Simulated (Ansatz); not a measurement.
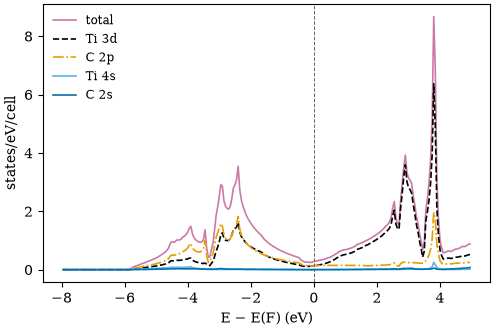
Total and projected density of states of TiC (rock salt, space group No. 225), plane-wave PAW PBE (Ansatz code)

Task: Which orbitals carry the states next to the Fermi level?

Result: Within 0.5 eV of the Fermi level: Ti 3d 49 %, C 2p 48 %. Projections are on Löwdin-orthogonalised atomic valence shells; empty p or d shells of many metals are not among them.

Task: Where is the tallest occupied peak in this window, and what makes it?

Result: Near -2.4 eV, about 3.5 states/eV per cell; the largest projected share is C 2p.

Space group Fm-3m (rock salt). Symmetry was held in the PBE relaxation. No spin polarisation was allowed.

Potentials: the later of the program's two PAW sets.
